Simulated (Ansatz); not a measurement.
## Phonons of Os (P6_3/mmc, 2 atoms in the cell) against volume

Aim: how do the optical modes of Os (P6_3/mmc, 2 atoms in the cell) move with volume?

Calculated with Ansatz 0.2.0; DFT LDA, scalar-relativistic, plane waves, PAW; PAW set soft_1.

## (1) The starting structure

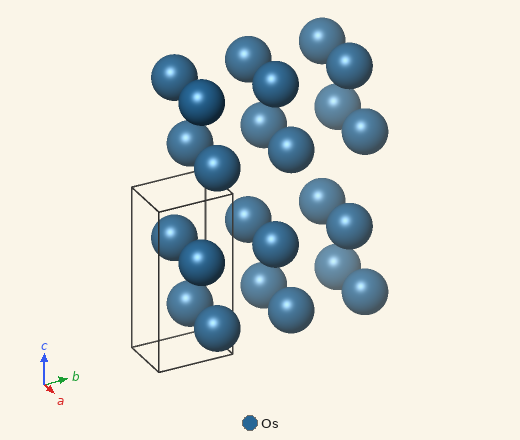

Start, viewed slightly off an axis; osmium blue. 2×3×2 cells are drawn.

## (2) A rough relaxation first

The start is far from rest, so a relaxation with loose tolerances brings it close first.

Contents of input.yaml:

```yaml
crystal:
  lattice:
    - [2.7341, 0.0, 0.0]
    - [-1.36705, 2.3678000565, 0.0]
    - [0.0, 0.0, 4.3197]
  atoms:
    - { symbol: Os, position: [0.33333333, 0.66666667, 0.25] }
    - { symbol: Os, position: [0.66666667, 0.33333333, 0.75] }
kpoints:
  mp_grid: { grid: [9, 9, 6] }
hamiltonian:
  xc: lda
  pseudopotentials: { kind: paw, azcp: { folder: soft_1 }, xc_functional: pbe }
scf:
  occupations: { method: gaussian, width: 0.1 }
output:
  forces: true
  stress: true
  eigenvalues: true
relax:
  adjacent_minimum: "off"
  f_tol: 0.05
  max_steps: 80
  cell: { stress_tol: 0.5 }
```

Command:

```sh
$ ansatz run input.yaml --threads 4 --pin off --max-ram 10240MiB --backend cpu --events-out ev --progress --plain --runs-dir out
```

Numbers of over 12 decimals in the logs are rounded to 6 here.

Log:

```text
The last accepted step is kept in <dir> (removed where the run ends without a failure and the disk answers)
Engine: ansatz 0.2.0, aarch64-unknown-linux-gnu
Pseudopotentials: kind: paw
Pseudopotential: Os, paw, valence charge 16, recommended cutoff 420 eV (normal), soft_1/Os.paw.azcp
Functional definition: SPW92
  exchange = slater_x
  correlation = pw_c
Crystal: 2 atoms, lattice volume = 27.965 Å³
[...]
--- Relaxed structure (4 steps of the walk, 3 accepted, 1 SCFs on fresh bases) ---
  F+E_penalty+E_count = -22239.08196292 eV   max|allowed force component| = 2.128e-16 eV/Å   (the final SCF, on the basis selected at the relaxed cell)
  cell:  # Å, volume = 27.3769 Å³
    - [2.712877, 0.0, 0]
    - [-1.356439, 2.349420, 0]
    - [0, 0, 4.295306]
  atoms:
    - { symbol: Os, position: [0.333333, 0.666667, 0.250000] }
    - { symbol: Os, position: [0.666667, 0.333333, 0.750000] }
[key lines of the parts left out:]
SCF converged after 7 iterations
Free energy (F): -22239.081963 eV
Fermi energy:    26.323717 eV
P = ⅓ Tr σ = 0.0391 GPa (0.391 kbar)
```

The job ended after 2.5 s (4 threads of Arm Neoverse V1, shared host; peak memory 0.29 GiB; 8.1 s of CPU time).

Step by step:

| step | energy less that of the first step (eV) | largest force component (eV/Å) | pressure (GPa) | volume (Å³) |
| --- | --- | --- | --- | --- |
| 1 | 0.0000 | 0.0000 | -8.99 | 27.96 |
| 2 | 0.0660 | 0.0000 | 22.68 | 26.16 |
| 3 | -0.0171 | 0.0000 | -0.79 | 27.43 |
| 4 | -0.0172 | 0.0000 | 0.03 | 27.38 |
| 5* | -0.0169 | 0.0000 | 0.04 | 27.38 |

Relaxation steps marked * repeat the geometry before them on a plane-wave basis chosen anew for their cell, so energy and pressure can jump there. Relaxation step 2 was tried and not accepted.

The run keeps the 24 symmetry operations that it works with, so distortions that break them were not tested.

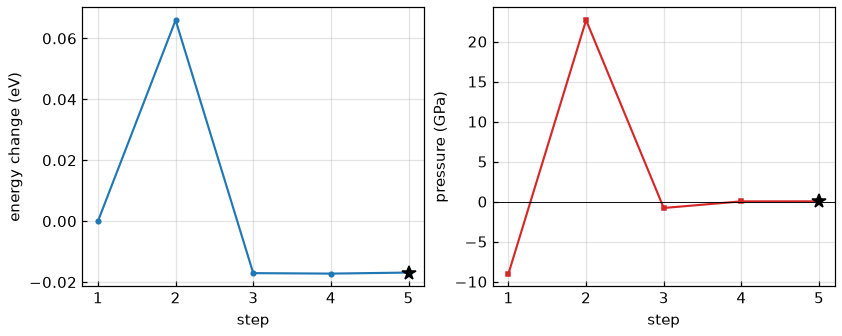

Energy and pressure along the relaxation. Stars mark steps on a basis chosen anew.

| conventional cell, symmetrised | before | after | change |
| --- | --- | --- | --- |
| a (Å) | 2.734 | 2.713 | -0.8 % |
| b (Å) | 2.734 | 2.713 | -0.8 % |
| c (Å) | 4.320 | 4.295 | -0.6 % |
| volume (Å³/atom) | 13.98 | 13.69 | -2.1 % |

Final coordinates:

```cif
data_structure
_symmetry_space_group_name_H-M 'P 1'
_symmetry_Int_Tables_number 1
_cell_length_a 2.7129
_cell_length_b 2.7129
_cell_length_c 4.2953
_cell_angle_alpha 90.000
_cell_angle_beta 90.000
_cell_angle_gamma 120.000
_cell_volume 27.38
loop_
_atom_site_label
_atom_site_type_symbol
_atom_site_fract_x
_atom_site_fract_y
_atom_site_fract_z
_atom_site_occupancy
Os1 Os 0.33333 0.66667 0.25000 1
Os2 Os 0.66667 0.33333 0.75000 1
```

This step gave:

| Property | Result |
| --- | --- |
| pressure | 0.03912 GPa |
| volume per atom | 13.69 Å³ |
| gap on the k-mesh | 0 eV |

In this step the volume went from 13.98 to 13.69 Å³/atom.

## (3) Bringing the structure to rest

The cell and atoms are relaxed, since residual forces and stress would shift the frequencies.

input.yaml, the sections that differ from step 2:

```yaml
crystal:
  lattice:
    - [2.7128770517, 0.0, 0.0]
    - [-1.3564385258, 2.3494204441, 0.0]
    - [0.0, 0.0, 4.2953063337]
  atoms:
    - { symbol: Os, position: [0.3333333333, 0.6666666667, 0.25] }
    - { symbol: Os, position: [0.6666666667, 0.3333333333, 0.75] }
kpoints:
  mp_grid: { grid: [18, 18, 10] }
output:
  forces: true
  stress: true
  eigenvalues: true
  write_density: true
  write_potential: true
  elf: true
  volumetric_format: npy
relax:
  adjacent_minimum: "off"
  f_tol: 0.005
  max_steps: 80
  cell: { stress_tol: 0.05 }
# hamiltonian, scf: as in step 2
```

Log:

```text
[...]
Crystal: 2 atoms, lattice volume = 27.377 Å³
Basis set: ecut = 420 eV, 537 PW (Γ)
Bands: 20, of which v1, the nominal top of the filled ones, is band 16 counted from 1 (15 counted from 0)
Symmetry: 24 space group operations
[...]
k-points: 222 of 3240
[...]
SCF iter   1: F=—  HF=-22239.399971 eV  |F-HF|=—  |Δ(HF+E_count)|=         —  Δρ=6.10e-2  dr2=8.34e-1  ethr=3.10e-3  ⟨swp⟩=4.8  Hψ=17717  notcnv=0
[...]
SCF iter   6: F=-22239.070900 eV  HF=-22239.070900 eV  |F-HF|=9.30e-9  |Δ(HF+E_count)|=   6.18e-8  Δρ=1.04e-5  dr2=1.84e-8  ethr=3.13e-10  ⟨swp⟩=9.3  Hψ=28067  notcnv=0
SCF 1 converged in 6 iterations: F = -22239.070900 eV  dr2 = 1.84e-8
[...]
relax step   1: F+E_penalty+E_count = -22239.07089980 eV  Δ(F+E_penalty+E_count) = +0.000e0 eV  max|allowed force component| = 6.476e-17 eV/Å  Δτ_max = 0.0000 Å  P = +0.342 GPa  Ω = 27.377 Å³  (6 SCF iters, dr2 threshold 1.00e-7 eV, accepted)
Crystal: 2 atoms, lattice volume = 27.445 Å³
[...]
SCF iter   6: F=-22239.070748 eV  HF=-22239.070748 eV  |F-HF|=1.82e-11  |Δ(HF+E_count)|=  3.64e-12  Δρ=2.06e-8  dr2=3.64e-14  ethr=1.00e-12  ⟨swp⟩=4.0  Hψ=18730  notcnv=0
SCF 2 converged in 6 iterations: F = -22239.070748 eV  dr2 = 3.64e-14
relax step   2: F+E_penalty+E_count = -22239.07074783 eV  Δ(F+E_penalty+E_count) = +1.520e-4 eV  max|allowed force component| = 6.014e-17 eV/Å  Δτ_max = 0.0000 Å  P = -0.715 GPa  Ω = 27.445 Å³  energy of the carried Pulay correction = -4.212e-5 eV  (6 SCF iters, dr2 threshold 2.00e-7 eV, rejected (line search))
Crystal: 2 atoms, lattice volume = 27.400 Å³
[...]
SCF iter   6: F=-22239.070949 eV  HF=-22239.070949 eV  |F-HF|=3.64e-12  |Δ(HF+E_count)|=  1.09e-11  Δρ=1.28e-8  dr2=1.99e-14  ethr=1.00e-12  ⟨swp⟩=4.0  Hψ=18479  notcnv=0
SCF 3 converged in 6 iterations: F = -22239.070949 eV  dr2 = 1.99e-14
relax step   3: F+E_penalty+E_count = -22239.07094929 eV  Δ(F+E_penalty+E_count) = -4.949e-5 eV  max|allowed force component| = 1.018e-16 eV/Å  Δτ_max = 0.0000 Å  P = -0.007 GPa  Ω = 27.400 Å³  energy of the carried Pulay correction = -1.394e-5 eV  (6 SCF iters, accepted)
[...]
SCF iter   1: F=—  HF=-22239.070956 eV  |F-HF|=—  |Δ(HF+E_count)|=         —  Δρ=1.94e-6  dr2=2.11e-10  ethr=2.02e-8  ⟨swp⟩=3.3  Hψ=30779  notcnv=0
eigensolver tolerance schedule: the retry pair's looser diagonalisation over-reported the residual by 30686.62 of it (diagonalisation noise at 0.25 of the residual, at the tolerance the schedule requests for it); recorded, not acted on — ethr = c·dr2/N_el stays at c = 1.0e-1
SCF iter   2: F=—  HF=-22239.070962 eV  |F-HF|=—  |Δ(HF+E_count)|=   6.31e-6  Δρ=9.75e-7  dr2=4.25e-11  ethr=1.00e-12  ⟨swp⟩=3.1  Hψ=10149  notcnv=0
[...]
SCF iter   7: F=-22239.070962 eV  HF=-22239.070962 eV  |F-HF|=3.64e-12  |Δ(HF+E_count)|=  3.64e-12  Δρ=1.35e-10  dr2=4.18e-18  ethr=1.00e-12  ⟨swp⟩=1.6  Hψ=10091  notcnv=0
SCF 4 converged in 7 iterations: F = -22239.070962 eV  dr2 = 4.18e-18
relax step   4: F+E_penalty+E_count = -22239.07096243 eV  Δ(F+E_penalty+E_count) = -1.314e-5 eV  max|allowed force component| = 1.018e-16 eV/Å  Δτ_max = 0.0000 Å  P = -0.007 GPa  Ω = 27.400 Å³  stress off target by 8.81e-3 GPa  SCF on the basis re-selected at this cell (its energy is not comparable with the rows above)  (7 SCF iters)
basis re-selected at this cell: Δ(F+E_penalty+E_count) = -1.314e-5 eV, ΔP = -0.000 GPa vs the last step (what re-selecting the basis moved, of the pressure what is left beyond the Pulay correction that the steps carried, after the strain that the cell walked since its last selection, with what the two solves' SCF thresholds leave and, on support functions, any second-order correction that the steps lacked; it is no m [...]
SCF converged after 7 iterations
Free energy (F): -22239.070962 eV
[...]
Internal energy: -22239.063619 eV  (E = F + TS)
E sigma→0 (E₀):  -22239.067291 eV
Entropy (-TS):   -0.007343 eV (-3.672 meV/atom)
Fermi energy:    26.293311 eV
[...]
--- Stress (GPa, compression-positive) ---
       -0.006391      -0.000000       0.000000
       -0.000000      -0.006391       0.000000
        0.000000       0.000000      -0.008812
  P = ⅓ Tr σ = -0.0072 GPa (-0.072 kbar)
--- Band table (eV; the first three rows and the last of 222) ---
  k-point 0: bands = [... 12 lower, 23.3867, 24.0035, 24.0035, 24.6943, 24.6943, 26.3887, 28.0456, 28.0456]
  k-point 1: bands = [... 12 lower, 23.3117, 23.9182, 23.9182, 24.8915, 24.8915, 25.9612, 28.0648, 28.0648]
  k-point 2: bands = [... 12 lower, 23.1090, 23.6977, 23.6977, 24.9640, 25.3726, 25.3726, 28.0750, 28.0750]
  k-point 221: bands = [... 12 lower, 22.8060, 22.8060, 24.8771, 24.8771, 27.9812, 27.9812, 34.8849, 34.8849]
--- Relaxed structure (3 steps of the walk, 2 accepted, 1 SCFs on fresh bases) ---
[...]
cell:  # Å, volume = 27.3996 Å³
    - [2.714612, -2.8885991093198956e-11, 0.0]
    - [-1.357306, 2.350923, 0.0]
    - [0.0, 0.0, 4.293362]
  atoms:
    - { symbol: Os, position: [0.333333, 0.666667, 0.25] }
    - { symbol: Os, position: [0.666667, 0.333333, 0.75] }
```

The job ended after 7.5 s (4 threads; peak memory 0.39 GiB; 28 s of CPU time).

Little changed from the start: no atom moved by 0.005 Å and no cell edge by 0.1 %.

Numbers from this step:

```yaml
pressure: -0.007198 GPa
volume_per_atom: 13.70 Å³
```

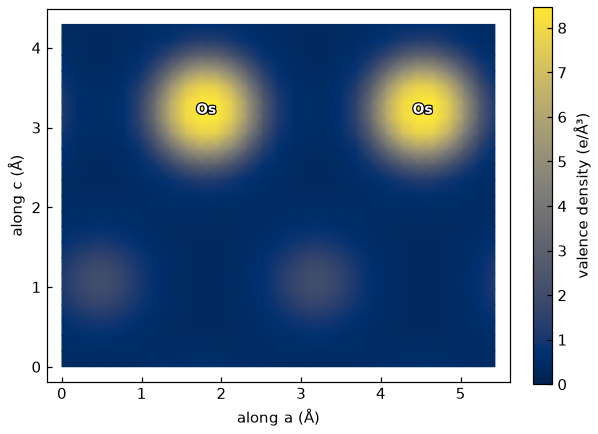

Valence density in the ac plane at fractional y = 0.333, with atoms of Os within 0.2 Å of it. It is the smooth field of the valence electrons, not physical close to the nuclei.

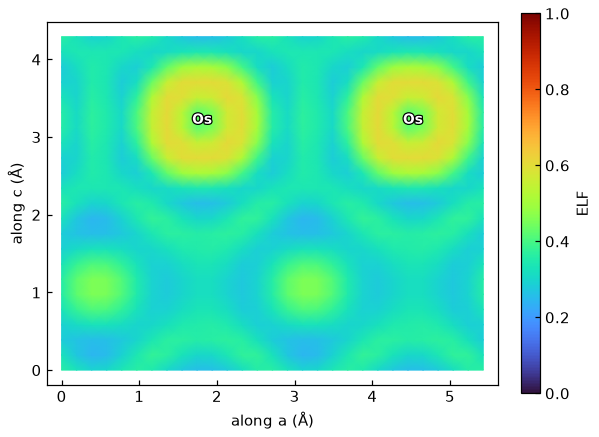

ELF in the ac plane at fractional y = 0.333, with atoms of Os within 0.2 Å of it. It is the smooth field of the valence electrons, not physical close to the nuclei.

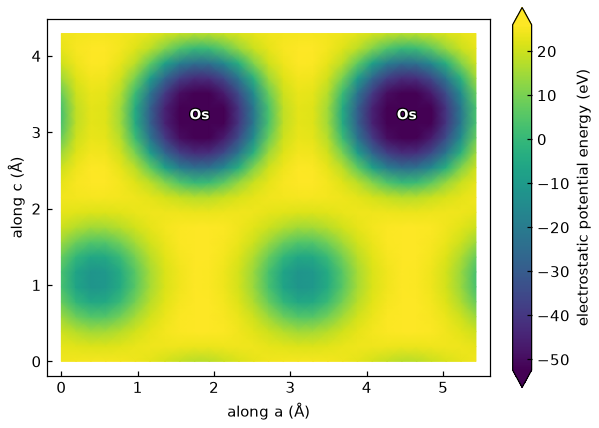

Electrostatic potential energy in the ac plane at fractional y = 0.333, with atoms of Os within 0.2 Å of it. With pseudopotentials it is smooth inside the atoms' cores, unlike the true potential.

In this step the volume went from 13.69 to 13.70 Å³/atom.

## (4) Tight relaxation

Phonons need small forces and stress, so the relaxation is finished with tight tolerances on 18×18×12 k points.

Contents of input.yaml:

```yaml
crystal:
  lattice:
    - [2.7146117488, 0.0, 0.0]
    - [-1.3573058744, 2.3509227359, 0.0]
    - [0.0, 0.0, 4.2933615386]
  atoms:
    - { symbol: Os, position: [0.3333333333, 0.6666666667, 0.25] }
    - { symbol: Os, position: [0.6666666667, 0.3333333333, 0.75] }
kpoints:
  mp_grid: { grid: [18, 18, 12] }
hamiltonian:
  xc: lda
  pseudopotentials: { kind: paw, azcp: { folder: soft_1 }, xc_functional: pbe }
scf:
  occupations: { method: methfessel_paxton, width: 0.2 }
output:
  forces: true
  stress: true
  eigenvalues: true
relax:
  adjacent_minimum: "off"
  f_tol: 0.001
  max_steps: 60
  cell: { stress_tol: 0.01 }
```

Log:

```text
[...]
Crystal: 2 atoms, lattice volume = 27.400 Å³
Basis set: ecut = 420 eV, 537 PW (Γ)
Bands: 20, of which v1, the nominal top of the filled ones, is band 16 counted from 1 (15 counted from 0)
Symmetry: 24 space group operations
[...]
k-points: 259 of 3888
[...]
k-point 258: bands = [... 12 lower, 22.8097, 22.8097, 24.8823, 24.8823, 27.9804, 27.9804, 34.8860, 34.8860]
--- Relaxed structure (3 steps of the walk, 2 accepted, 1 SCFs on fresh bases) ---
[...]
cell:  # Å, volume = 27.3966 Å³
    - [2.715256, 0.0, 0.0]
    - [-1.357628, 2.351481, 0.0]
    - [0.0, 0.0, 4.290865]
  atoms:
    - { symbol: Os, position: [0.333333, 0.666667, 0.25] }
    - { symbol: Os, position: [0.666667, 0.333333, 0.75] }
[key lines of the parts left out:]
SCF converged after 4 iterations
Free energy (F): -22239.070714 eV
Fermi energy:    26.299754 eV
P = ⅓ Tr σ = -0.0008 GPa (-0.008 kbar)
```

It took 7.6 s on 4 threads; peak memory 0.41 GiB.

Little changed from the start: no atom moved by 0.005 Å and no cell edge by 0.1 %.

This step gave:

- pressure: -8.35e-4 GPa

The forces vanish by symmetry and the pressure is -0.001 GPa, within the tolerances set. The cell now holds 13.70 Å³/atom.

## (5) Modes at rest

The force constants come from the linear response of the density to a displacement.

The modes at rest are the reference of the series.

input.yaml, the sections that differ from step 4:

```yaml
crystal:
  lattice:
    - [2.7152564569, 0.0, 0.0]
    - [-1.3576282284, 2.3514810694, 0.0]
    - [0.0, 0.0, 4.2908647584]
  atoms:
    - { symbol: Os, position: [0.3333333333, 0.6666666667, 0.25] }
    - { symbol: Os, position: [0.6666666667, 0.3333333333, 0.75] }
output:
  eigenvalues: true
phonons:
  method: dfpt
# kpoints, hamiltonian, scf: as in step 4
# relax: removed
```

Log:

```text
zone centre: on kpoints.mp_grid the ground state, and the responses unless they are solved on pairs of k-points, stand on 637 of the mesh's 3888 k-points, reduced under 4 symmetry operations, with k and −k counted as one. Each operation leaves every solved displacement unchanged or reverses it
[...]
Crystal: 2 atoms, lattice volume = 27.397 Å³
Basis set: ecut = 420 eV, 537 PW (Γ), exchange–correlation on 40×40×60 points (8 copies of the dense FFT grid, shifted against one another)
Bands: 20, of which v1, the nominal top of the filled ones, is band 16 counted from 1 (15 counted from 0)
Symmetry: 24 space group operations
k-points: 637 of 3888 (irreducible under 4 space group operations, time reversal used)
[...]
SCF iter   1: F=—  HF=-22239.401443 eV  |F-HF|=—  |Δ(HF+E_count)|=         —  Δρ=6.10e-2  dr2=8.33e-1  ethr=3.10e-3  ⟨swp⟩=5.0  Hψ=116269  notcnv=0  defer=44
automatic band count: the SCF goes on with 24 bands, as 20 were too few: they end inside the smearing window of the response
[...]
SCF iter   2: F=—  HF=-22239.174787 eV  |F-HF|=—  |Δ(HF+E_count)|=   2.27e-1  S|Δr|=    0.00e0  Δρ=3.56e-2  dr2=2.76e-1  ethr=2.60e-3  ⟨swp⟩=2.0  Hψ=22898  notcnv=0  defer=431
[...]
SCF iter   8: F=-22239.070715 eV  HF=-22239.070715 eV  |F-HF|=3.64e-12  |Δ(HF+E_count)|=  8.73e-11  S|Δr|=    0.00e0  Δρ=1.35e-7  dr2=2.76e-12  ethr=1.00e-12  ⟨swp⟩=9.8  Hψ=69934  notcnv=0
SCF 1 converged in 8 iterations: F = -22239.070715 eV  dr2 = 2.76e-12
[...]
DFPT response loops at Γ: preconditioner auto → Kerker (q_TF=auto, 2.800 Å⁻¹) (partly filled bands, converged f_vac=0.000); β = 1.00, the filter's whole step (`scf.mixing.beta` (0.50) is not read by the response loops under this deck's `scf.mixing.preconditioner`; to damp them name `kerker` or `kerker_dos`, under which they read `scf.mixing.beta`, and type it under 1.00, their step now; both keys bind the ground state too); Broyden in place of MSR1
SCF converged after 8 iterations
[...]
Free energy (F): -22239.070715 eV
[...]
Internal energy: -22239.070922 eV  (E = F + TS)
E sigma→0 (E₀):  -22239.070767 eV
Entropy (-TS):   0.000207 eV (0.104 meV/atom)
Fermi energy:    26.299755 eV
[...]
--- Band table (eV; the first three rows and the last of 637) ---
  k-point 0: bands = [... 12 lower, 23.3982, 24.0086, 24.0086, 24.6889, 24.6889, 26.4012, 28.0482, 28.0482, ... 4 higher]
  k-point 1: bands = [... 12 lower, 23.3455, 23.9483, 23.9483, 24.8296, 24.8296, 26.0971, 28.0629, 28.0629, ... 4 higher]
  k-point 2: bands = [... 12 lower, 23.1982, 23.7856, 23.7856, 25.1886, 25.1886, 25.3390, 28.0824, 28.0824, ... 4 higher]
  k-point 636: bands = [... 12 lower, 22.8079, 22.8079, 24.6054, 24.6054, 28.6607, 28.6607, 31.3131, 31.3131, ... 4 higher]
--- Phonons (Γ-DFPT): 2 representative perturbations + reference, on 637 of 3888 k-points (Σ response iterations 4) ---
  k mesh reduced under 4 symmetry operations, with k and −k counted as one. Each operation leaves every solved displacement unchanged or reverses it
  ASR residual: 1.041e-4 → 0.000e0 eV/Å²; symmetrization residual: 8.592e-10 eV/Å²
  ASR residual per site (eV/Å²): 1.04e-4 1.04e-4
  Γ frequencies (cm⁻¹): 0.00 0.00 0.00 168.51 168.51 228.83
  non-analytic LO–TO correction: not included (Born effective charges unavailable; polar crystals: no LO–TO splitting at Γ)
```

It took 24 s on 4 threads; peak memory 1.2 GiB.

Numbers from this step:

| Item | Value |
| --- | --- |
| sum-rule residual before enforcement | 1.04e-4 eV/Å² |
| point group | 6/mmm |
| highest optical mode at the zone centre (no LO-TO term) | 228.8 cm⁻¹ |
| lowest optical zone-centre mode | 168.5 cm⁻¹ |

Patterns of degenerate modes are one choice out of their space. Modes at Γ:

| mode | frequency (cm⁻¹) | symmetry |
| --- | --- | --- |
| 1 | 0.0 | acoustic |
| 2 | 0.0 | acoustic |
| 3 | 0.0 | acoustic |
| 4 | 168.5 | E2g |
| 5 | 168.5 | E2g |
| 6 | 228.8 | B1g |

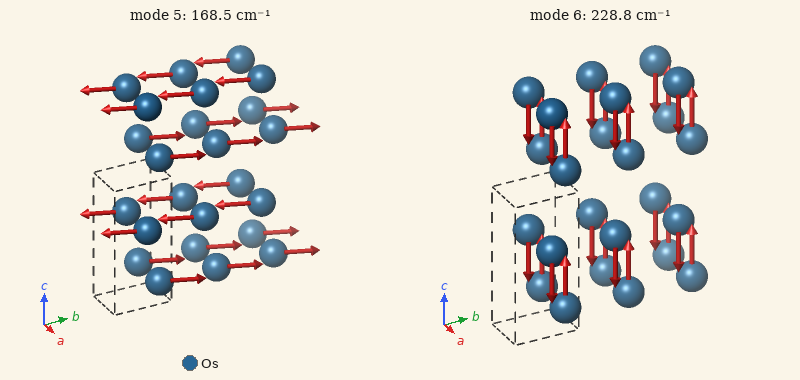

Displacement patterns of modes 5 and 6 at Γ; arrows are exaggerated. 2×3×2 cells are drawn.

Before it was imposed, the acoustic sum rule was missed by 1.0e-4 eV/Å². Small misses are needed for a sound result but don't prove that mesh and cutoff are converged. The lowest optical mode is real, 169 cm⁻¹.

## (6) Relaxation of a member: 1.06 times the volume at rest

The cell is set to 1.06 times the volume at rest, and shape and atoms relax at that volume.

input.yaml, the sections that differ from step 5:

```yaml
crystal:
  lattice:
    - [2.7704022163, 0.0, 0.0]
    - [-1.3852011082, 2.399238698, 0.0]
    - [0.0, 0.0, 4.3690473352]
  atoms:
    - { symbol: Os, position: [0.3333333333, 0.6666666667, 0.25] }
    - { symbol: Os, position: [0.6666666667, 0.3333333333, 0.75] }
output:
  forces: true
  stress: true
  eigenvalues: true
relax:
  adjacent_minimum: "off"
  f_tol: 0.001
  max_steps: 60
  cell: { stress_tol: 0.01, fix: [volume] }
# kpoints, hamiltonian, scf: as in step 5
# phonons: removed
```

Log:

```text
[...]
Crystal: 2 atoms, lattice volume = 29.040 Å³
Basis set: ecut = 420 eV, 579 PW (Γ)
Bands: 20, of which v1, the nominal top of the filled ones, is band 16 counted from 1 (15 counted from 0)
Symmetry: 24 space group operations
[...]
k-points: 259 of 3888
[...]
k-point 258: bands = [... 12 lower, 21.2384, 21.2384, 23.2195, 23.2195, 26.0284, 26.0284, 32.5225, 32.5225]
--- Relaxed structure (3 steps of the walk, 2 accepted, 1 SCFs on fresh bases) ---
[...]
cell:  # Å, volume = 29.0404 Å³
    - [2.771407, 2.887792687451694e-11, 0]
    - [-1.385703, 2.400108, 0]
    - [0, 0, 4.365881]
  atoms:
    - { symbol: Os, position: [0.333333, 0.666667, 0.25] }
    - { symbol: Os, position: [0.666667, 0.333333, 0.75] }
[key lines of the parts left out:]
SCF converged after 5 iterations
Free energy (F): -22238.947254 eV
Fermi energy:    24.502714 eV
P = ⅓ Tr σ = -22.7467 GPa (-227.467 kbar)
```

The job ended after 7.8 s (4 threads; peak memory 0.42 GiB).

Little changed from the start: no atom moved by 0.005 Å and no cell edge by 0.1 %.

This step gave:

| Quantity | Value |
| --- | --- |
| pressure | -22.75 GPa |
| volume per atom | 14.52 Å³ |

The forces vanish by symmetry, at a pressure of -22.75 GPa.

(Continued in part 2 of 2.)

[Logs are printed without paths, hosts, clocks, repeated set-up lines and the standing remarks that a program may print on its own settings, such as how far it seeks lower states.]

[Hosts, paths, dates, database ids (printed as entryN), source tags and the programs' standing remarks are cut or masked in the printed files.]
